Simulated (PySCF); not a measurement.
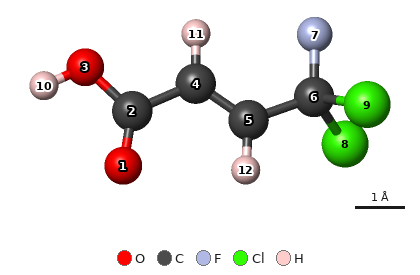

Figure 1. The structure as given in the input (ball-and-stick view, seen at a tilt; atoms are numbered from 1 in the order of the input). Bond lengths as drawn: C–C 1.33 to 1.48 Å, C–Cl 1.79 Å, C–F 1.35 Å, C–H 1.08 Å, C–O 1.20 to 1.33 Å and H–O 0.97 Å.

Excited-state calculation, with input and output: C₄H₃Cl₂FO₂

- system: C₄H₃Cl₂FO₂
- method: TDDFT PBE0/def2-SVPD, vertical, gas phase, core orbitals frozen in the response (PySCF 2.14.0)

The geometry comes from this level: GFN2-xTB.

## Input file
```
{"job": {"kind": "uv", "xc": "PBE0", "basis": "def2-SVPD", "nstates": 6, "ntriplets": 2}, "charge": 0, "multiplicity": 1}
O     -2.139964    -1.018738     0.689990
C     -1.809020    -0.107097    -0.020190
O     -2.677337     0.660837    -0.682088
C     -0.410360     0.312416    -0.277538
C      0.597510    -0.333507     0.299075
C      2.027389     0.012042     0.103714
F      2.203262     1.059667    -0.725947
Cl     2.898907    -1.384817    -0.597293
Cl     2.768781     0.437873     1.675774
H     -3.589281     0.378349    -0.507028
H     -0.276031     1.150915    -0.943467
H      0.407342    -1.168626     0.958973
```

The first line tells a small driver script what to run in PySCF; the rest is the geometry in Å.

Machine: 1 CPU thread, shared host.

Launch command:
```bash
OMP_NUM_THREADS=1 python <driver script> task.json out
```

## Log
```
coarse grid: 12712 points
cycle   1  E = -1323.2409145901  dE =  1.556e+00  |g| = 1.066e+00  |ddm| = 5.956e+00
cycle   2  E = -1322.7001230155  dE =  5.408e-01  |g| = 1.968e+00  |ddm| = 5.381e+00
cycle   3  E = -1323.4572249956  dE = -7.571e-01  |g| = 2.890e-01  |ddm| = 3.881e+00
cycle   4  E = -1323.4720826535  dE = -1.486e-02  |g| = 1.004e-01  |ddm| = 4.426e-01
cycle   5  E = -1323.4737144496  dE = -1.632e-03  |g| = 3.162e-02  |ddm| = 1.557e-01
cycle   6  E = -1323.4739444904  dE = -2.300e-04  |g| = 1.048e-02  |ddm| = 7.422e-02
cycle   7  E = -1323.4739679485  dE = -2.346e-05  |g| = 2.799e-03  |ddm| = 1.998e-02
cycle   8  E = -1323.4739698042  dE = -1.856e-06  |g| = 6.452e-04  |ddm| = 5.713e-03
final grid: 118464 points
cycle   9  E = -1323.6315751653  dE = -2.418e-05  |g| = 1.038e-02  |ddm| = 1.332e-01
cycle  10  E = -1323.6315357625  dE =  3.940e-05  |g| = 1.769e-02  |ddm| = 3.935e-02
cycle  11  E = -1323.6315959709  dE = -6.021e-05  |g| = 2.067e-03  |ddm| = 2.414e-02
cycle  12  E = -1323.6315967777  dE = -8.068e-07  |g| = 4.422e-04  |ddm| = 2.799e-03
cycle  13  E = -1323.6315968129  dE = -3.522e-08  |g| = 1.006e-04  |ddm| = 7.708e-04
cycle  14  E = -1323.6315968145  dE = -1.540e-09  |g| = 5.909e-05  |ddm| = 2.619e-04
cycle  15  E = -1323.6315968153  dE = -8.183e-10  |g| = 1.450e-05  |ddm| = 1.381e-04
```

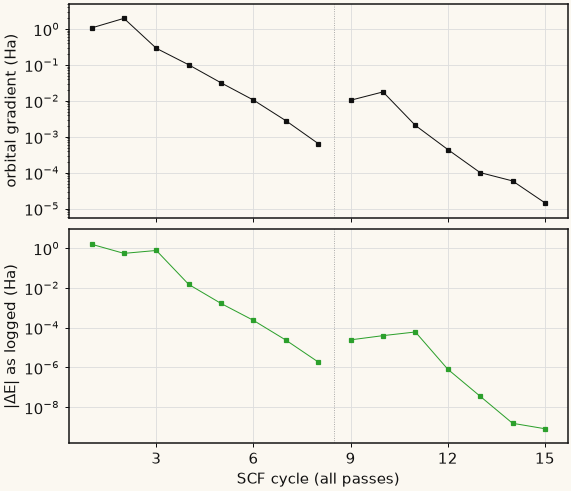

Figure 2. Convergence of the self-consistent field: orbital gradient and size of the energy change against the SCF cycle. The dotted line marks the change from a coarse to the final integration grid. The first 8 cycles use a coarse grid, the final grid takes over at cycle 9, and the field converges after 15 cycles in all.

```
converged SCF energy = -1323.6315968153

Static polarisability (au): isotropic 88.621, principal 73.155 75.407 117.300

Singlet excitations
state   eV       nm        f      main configurations
  1   4.6040    269.3   0.00004   H->L 0.96
  2   5.6527    219.3   0.15086   H-1->L 0.59, H-2->L 0.38
  3   5.9270    209.2   0.21257   H-2->L 0.59, H-1->L 0.31
  4   6.2443    198.6   0.00752   H-4->L 0.88
  5   6.3965    193.8   0.04243   H-3->L 0.90
  6   6.5937    188.0   0.00293   H-1->L+1 0.57, H-6->L 0.26, H-2->L+1 0.08

Triplet excitations (Tamm-Dancoff, eV): 3.6699 4.2374
```

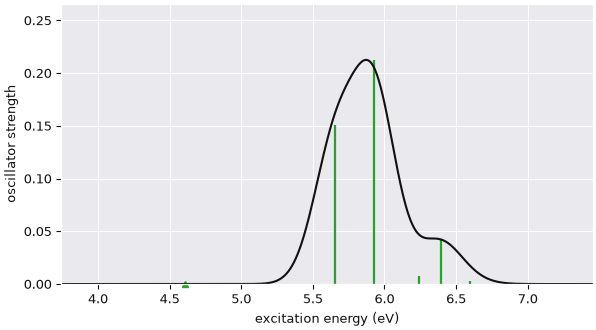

Figure 3. Computed excitations as sticks (degenerate states added up, dark ones marked on the axis), with a Gaussian envelope of 0.35 eV full width at half maximum, scaled to the tallest. Of the 6 states the lowest lies at 4.60 eV (f = 0.000); the strongest line is at 5.93 eV, or 209 nm (f = 0.213).

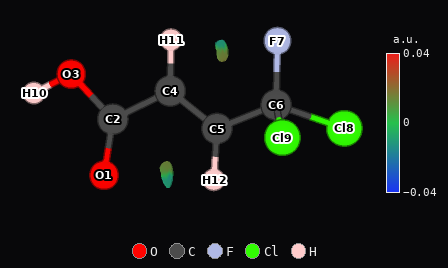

Figure 4. Non-covalent interaction (NCI) plot: the surface where the reduced density gradient is 0.5, for densities under 0.05 a.u., coloured by sign(λ₂)ρ; seen at a tilt.

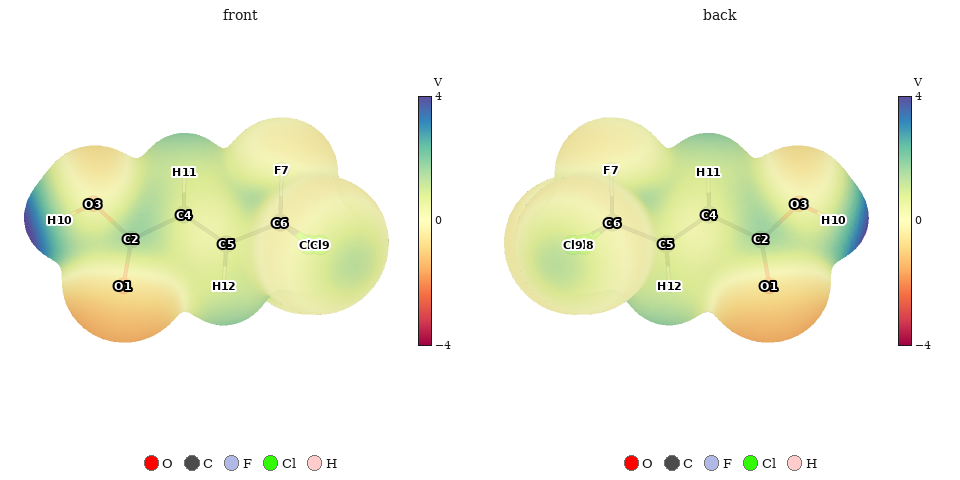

Figure 5. The electrostatic potential painted on the density surface at 0.004 e/bohr³, seen face on and from behind; red is negative and blue positive. Its dipole moment is 1.72 D.

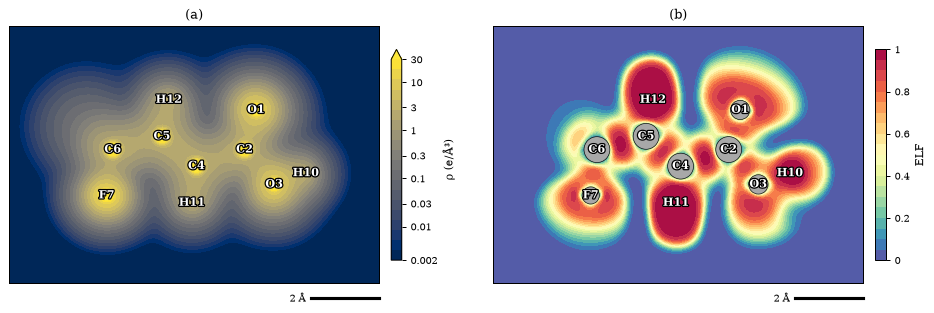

Figure 6. (a) electron density; (b) ELF on the plane of atoms C4, C5 and H12. Grey discs, where drawn, cover atomic cores. C–O (1.20 Å): ρ is about 3.4 e/Å³ halfway; the ELF peaks at about 0.85 between the atoms (a double or triple bond). C–C (1.33 Å): ρ at the midpoint is about 2.3 e/Å³; the ELF peaks at about 0.95 between the atoms; a double or triple bond. C–F (1.35 Å): ρ is about 2.3 e/Å³ halfway, with its minimum of 1.8 e/Å³ about 0.5 Å from C; the ELF peaks at about 0.85 between the atoms, which marks a shared but strongly polarised pair.

## Summary

| quantity | value |
| --- | --- |
| outcome | converged |
| total energy | −1323.631597 hartree |
| HOMO | −8.74 eV |
| LUMO | −2.42 eV |
| dipole moment | 1.72 D |
| mean polarisability | 88.62 a.u. |
| lowest singlet excitation | 4.60 eV |
| wall time | 1.8 min |
| peak memory | 0.86 GiB |
